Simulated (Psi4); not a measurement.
# BLYP/aug-cc-pVDZ run of CF4 (tetrafluoromethane)

Aim: the energy change on altering one bond length of CF4 (tetrafluoromethane) at BLYP/aug-cc-pVDZ, from 2 runs. 

The results are computed with Psi4 1.11.

5 further runs of the same task are left out: 4 that didn't finish, 1 set aside as unsound or not needed.

### 1 The structure to begin with

CF4: 5 atoms, total charge 0, spin state singlet. As SMILES, `FC(F)(F)F`. Geometry: relaxed at PBE0-D4/def2-TZVP.

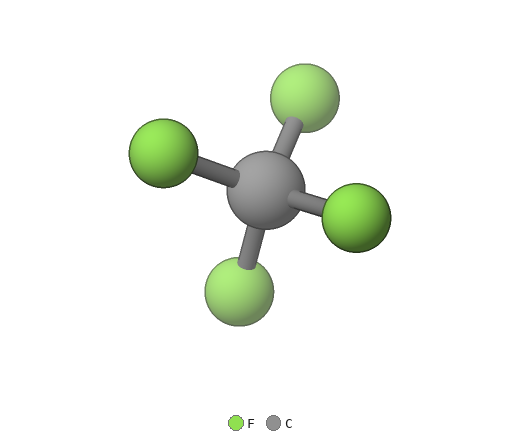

Viewed from a chosen angle; fluorine green, carbon grey.

### 2 Energy and forces at BLYP/aug-cc-pVDZ

input.in reads:

```
memory 1600 MB

molecule system {
  0 1
  F
  C 1 r2
  F 2 r3 1 a3
  F 2 r4 1 a4 3 d4
  F 2 r5 1 a5 3 d5

  r2 = 1.317944
  r3 = 1.317977
  a3 = 109.46999
  r4 = 1.318011
  a4 = 109.46897
  d4 = 119.99483
  r5 = 1.317957
  a5 = 109.47675
  d5 = -120.00519
  symmetry c1
}

set globals {
  basis aug-cc-pVDZ
  puream true
  e_convergence 1e-09
  d_convergence 1e-08
  scf_type pk
  dft_radial_points 99
  dft_spherical_points 590
}

result, w = gradient("blyp", return_wfn=True)
oeprop(w, "MULLIKEN_CHARGES", "WIBERG_LOWDIN_INDICES", "DIPOLE", title="BLYP")
```

The run is started by

```
$ psi4 -i input.in -o input.out -n 1
```

input.out:

```text
[...]
  Running in c1 symmetry.
[...]
  Nuclear repulsion =  206.220045128294601
[...]
  Multiplicity = 1
[...]
  Nalpha       = 21
  Nbeta        = 21
[...]
    Number of basis functions: 115
[...]
   @RKS iter   1:  -437.39957123405537    4.69290e-02   5.18070e-03 ADIIS/DIIS
[...]
   @RKS iter   9:  -437.50434682659613   -6.99174e-12   3.18837e-10 DIIS
[...]
    Orbital Energies [Eh]
    ---------------------
    Doubly Occupied:
       1A    -24.382099     2A    -24.382090     3A    -24.382077
       4A    -24.382062     5A    -10.259678     6A     -1.283007
       7A     -1.169515     8A     -1.169496     9A     -1.169472
      10A     -0.669804    11A     -0.586794    12A     -0.586787
      13A     -0.586780    14A     -0.448494    15A     -0.448490
      16A     -0.427831    17A     -0.427826    18A     -0.427823
      19A     -0.379924    20A     -0.379915    21A     -0.379910
[...]
  @RKS Final Energy:  -437.50434682659613
   => Energetics <=
    Nuclear Repulsion Energy =            206.2200451282946005
    One-Electron Energy =               -1016.8988842828850920
    Two-Electron Energy =                 420.3923080914428283
    DFT Exchange-Correlation Energy =     -47.2178157634484776
    Empirical Dispersion Energy =           0.0000000000000000
    VV10 Nonlocal Energy =                  0.0000000000000000
    Total Energy =                       -437.5043468265961337
[...]
  -Total Gradient:
     Atom            X                  Y                   Z
    ------   -----------------  -----------------  -----------------
       1        0.000004903517    -0.000004275316     0.036532376926
       2       -0.000043875606    -0.000001062499    -0.000027062963
       3        0.000000580776     0.034443040275    -0.012187775030
       4       -0.029816316045    -0.017201429211    -0.012160820112
       5        0.029824253581    -0.017221203527    -0.012159751091
[...]
 Multipole Moments:
 ------------------------------------------------------------------------------------
     Multipole            Electronic (a.u.)      Nuclear  (a.u.)        Total (a.u.)
 ------------------------------------------------------------------------------------
 L = 1.  Multiply by 2.5417464519 to convert [e a0] to [Debye]
 Dipole X            :         -0.0001414           -0.0000268           -0.0001682
 Dipole Y            :         -0.0000001            0.0000019            0.0000018
 Dipole Z            :         -0.0000822           -0.0000106           -0.0000928
 Magnitude           :                                                    0.0001921
[...]
  Mulliken Charges: (a.u.)
   Center  Symbol    Alpha    Beta     Spin     Total
       1     F     4.65481  4.65481  0.00000 -0.30962
       2     C     2.38069  2.38069  0.00000  1.23861
       3     F     4.65483  4.65483  0.00000 -0.30966
       4     F     4.65485  4.65485  0.00000 -0.30970
       5     F     4.65481  4.65481  0.00000 -0.30963
   Total alpha = 21.00000, Total beta = 21.00000, Total charge = -0.00000
  Wiberg Bond Indices using Orthogonal Lowdin Orbitals:
[...]
```

Wall time 20 s (1 thread of Intel Xeon 6975P-C (Granite Rapids), shared host); peak memory 0.68 GiB.

### 3 The distorted shape

cf4.json reads:

```json
{
 "schema_name": "qcschema_input",
 "schema_version": 1,
 "molecule": {
  "schema_name": "qcschema_molecule",
  "schema_version": 2,
  "symbols": ["F", "C", "F", "F", "F"],
  "geometry": [-1.33774657, 0.48505868, 2.4129157, 0.28760687, 0.40946964, 0.52734697, 2.4560676, -0.5100711, 1.33690564, -0.87683292, -1.48532473, -1.82585338, 0.64022976, 2.71058914, -0.35780074],
  "molecular_charge": 0,
  "molecular_multiplicity": 1,
  "fix_symmetry": "c1"
 },
 "driver": "gradient",
 "model": {
  "method": "blyp",
  "basis": "aug-cc-pVDZ"
 },
 "keywords": {
  "reference": "rks",
  "puream": true,
  "e_convergence": 1e-09,
  "d_convergence": 1e-08,
  "scf_type": "pk",
  "dft_radial_points": 99,
  "dft_spherical_points": 590,
  "scf_properties": ["LOWDIN_CHARGES", "MAYER_INDICES", "WIBERG_LOWDIN_INDICES"]
 }
}
```

The run is started by

```
$ psi4 --qcschema cf4.json -n 1 --memory 1600MB
```

stdout:

```text
[...]
  Running in c1 symmetry.
[...]
  Nuclear repulsion =  193.204252162898598
[...]
  Multiplicity = 1
[...]
  Nalpha       = 21
  Nbeta        = 21
[...]
    Number of basis functions: 115
[...]
   @RKS iter   1:  -437.35566464994810   -2.16793e-01   5.21116e-03 DIIS/ADIIS
[...]
   @RKS iter  11:  -437.46834482034507   -7.67386e-12   4.43531e-09 DIIS
[...]
    Orbital Energies [Eh]
    ---------------------
    Doubly Occupied:
       1A    -24.415593     2A    -24.415585     3A    -24.415573
       4A    -24.326929     5A    -10.280035     6A     -1.283604
       7A     -1.193727     8A     -1.193708     9A     -1.049103
      10A     -0.686073    11A     -0.597717    12A     -0.597709
      13A     -0.558562    14A     -0.464418    15A     -0.464414
      16A     -0.430530    17A     -0.430520    18A     -0.405048
      19A     -0.400771    20A     -0.340046    21A     -0.340046
[...]
  @RKS Final Energy:  -437.46834482034507
   => Energetics <=
    Nuclear Repulsion Energy =            193.2042521628985980
    One-Electron Energy =                -990.9889597617427626
    Two-Electron Energy =                 407.3615551288802408
    DFT Exchange-Correlation Energy =     -47.0451923503811358
    Empirical Dispersion Energy =           0.0000000000000000
    VV10 Nonlocal Energy =                  0.0000000000000000
    Total Energy =                       -437.4683448203450666
[...]
 Multipole Moments:
 ------------------------------------------------------------------------------------
     Multipole            Electronic (a.u.)      Nuclear  (a.u.)        Total (a.u.)
 ------------------------------------------------------------------------------------
 L = 1.  Multiply by 2.5417464519 to convert [e a0] to [Debye]
 Dipole X            :          0.2264464            0.0182932            0.2447396
 Dipole Y            :          0.3685995            0.0297927            0.3983922
 Dipole Z            :          0.4577248            0.0369813            0.4947061
 Magnitude           :                                                    0.6806967
[...]
  -Total Gradient:
     Atom            X                  Y                   Z
    ------   -----------------  -----------------  -----------------
       1        0.017902659510     0.010559522331     0.000923685247
       2        0.015770999333     0.025709821306     0.031908529939
       3       -0.007971014067     0.017349424804     0.008274757422
       4       -0.030133292760    -0.049035041141    -0.060895903221
       5        0.004420668275    -0.004605201622     0.019813322417
[...]
```

The result, in JSON:

```text
{
 "driver": "gradient",
 "model": {
  "method": "blyp",
  "basis": "aug-cc-pVDZ"
 },
 "success": true,
 "return_result": [0.017902659510496355, 0.01055952233052624, 0.0009236852471234958, 0.015770999332506752, 0.02570982130552918, 0.031908529939499664, -0.007971014066838866, 0.017349424804161406, 0.008274757422258222, -0.030133292760351676, -0.04903504114102966, -0.060895903221206915, 0.004420668275287469, -0.004605201622224775, 0.019813322417463308],
 "properties": {
  "calcinfo_nbasis": 115,
  "calcinfo_nmo": 115,
  "calcinfo_nalpha": 21,
  "calcinfo_nbeta": 21,
  "calcinfo_natom": 5,
  "nuclear_repulsion_energy": 193.2042521628986,
  "return_energy": -437.46834482034507,
  "return_gradient": [0.017902659510496355, 0.01055952233052624, 0.0009236852471234958, 0.015770999332506752, 0.02570982130552918, 0.031908529939499664, -0.007971014066838866, 0.017349424804161406, 0.008274757422258222, -0.030133292760351676, -0.04903504114102966, -0.060895903221206915, 0.004420668275287469, -0.004605201622224775, 0.019813322417463308],
  "scf_one_electron_energy": -990.9889597617428,
  "scf_two_electron_energy": 407.36155512888024,
  "scf_xc_energy": -47.045192350381136,
  "scf_dipole_moment": [0.24473962906471924, 0.3983922185045693, 0.4947061481534292],
  "scf_total_energy": -437.46834482034507,
  "scf_total_gradient": [0.017902659510496355, 0.01055952233052624, 0.0009236852471234958, 0.015770999332506752, 0.02570982130552918, 0.031908529939499664, -0.007971014066838866, 0.017349424804161406, 0.008274757422258222, -0.030133292760351676, -0.04903504114102966, -0.060895903221206915, 0.004420668275287469, -0.004605201622224775, 0.019813322417463308],
  "scf_iterations": 11
 }
}
```

It took 20 s on 1 thread of Intel Xeon 6975P-C (Granite Rapids), shared host; peak memory 0.67 GiB.

### 4 What came out

Level: BLYP/aug-cc-pVDZ.

```
                                                         quantity          value
                                        first shape: total energy  -437.50435 Eh
                                       first shape: dipole moment         0.00 D
                                         first shape: HOMO energy      -10.34 eV
                                         first shape: LUMO energy       -0.19 eV
                                       first shape: HOMO–LUMO gap       10.15 eV
                            first shape: largest force on an atom     1.879 eV/Å
                                    distorted shape: total energy  -437.46834 Eh
                                   distorted shape: dipole moment         1.73 D
                                     distorted shape: HOMO energy       -9.25 eV
                                     distorted shape: LUMO energy       -3.16 eV
                                   distorted shape: HOMO–LUMO gap        6.09 eV
                        distorted shape: largest force on an atom     4.309 eV/Å
energy change with the C2–F4 bond stretched from 1.318 to 1.713 Å       0.980 eV
```

What this shows: With the C2–F4 bond stretched from 1.318 to 1.713 Å the energy rises by 0.98 eV (22.6 kcal/mol). The first shape isn't relaxed at this level, so the change isn't measured from a minimum. The largest force (first shape) is 1.88 eV/Å: the shape isn't a stationary point for this species at this level. Mulliken charges (first shape) run from -0.31 on F4 to +1.24 on C2; in a basis this large or diffuse they mean little.
